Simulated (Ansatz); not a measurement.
Density of states of YMg3 (Fm-3m, 4 atoms in the cell).

```xyz
4
Lattice="0.0000 3.6498 3.6498 3.6498 0.0000 3.6498 3.6498 3.6498 0.0000" Properties=species:S:1:pos:R:3 pbc="T T T"
Y      0.0000     0.0000     0.0000
Mg     1.8249     1.8249     1.8249
Mg     5.4747     5.4747     5.4747
Mg     3.6498     3.6498     3.6498
```

Method of the run: LDA (PW92), default PAW files made with PBE (plane waves; Ansatz, a first-principles code).

SCF settings: basis.ecutwfc = 30.9 Ry; kpoints.mp_grid.grid = 6 6 6; hamiltonian.xc = lda; hamiltonian.pseudopotentials = {kind: paw} (the program's default PAW files); scf.occupations.method = gaussian; scf.occupations.width = 0.02 Ry. Keys of the DOS step: output.dos.nscf_kmesh.grid = 12 12 12.

The starting cell comes from a database of computed structures (which also holds hypothetical and non-ambient phases and stackings), without a prior relaxation at this level.

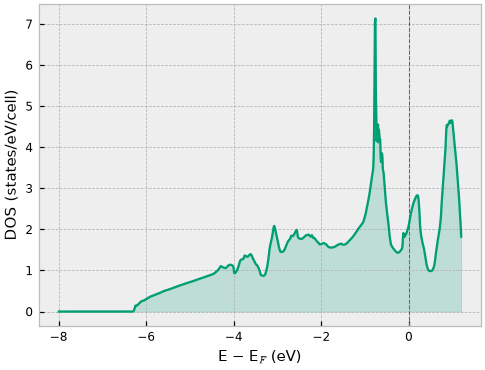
Figure. Total density of states, both spins summed.

Total DOS (both spins), as means of the tabulated values in each energy bin; the zero is the program's Fermi level or highest filled level, and the curve is cut to this window:

| E (eV) | states/eV/cell |
|---|---|
| -7.75 | 0.00 |
| -7.25 | 0.00 |
| -6.75 | 0.00 |
| -6.25 | 0.12 |
| -5.75 | 0.43 |
| -5.25 | 0.63 |
| -4.75 | 0.81 |
| -4.25 | 1.05 |
| -3.75 | 1.23 |
| -3.25 | 1.33 |
| -2.75 | 1.70 |
| -2.25 | 1.78 |
| -1.75 | 1.61 |
| -1.25 | 1.89 |
| -0.75 | 3.60 |
| -0.25 | 1.71 |
| 0.25 | 1.98 |
| 0.75 | 2.83 |

Around zero the curve holds about 2.2 states/eV/cell.

Keys are those of Ansatz 0.2.
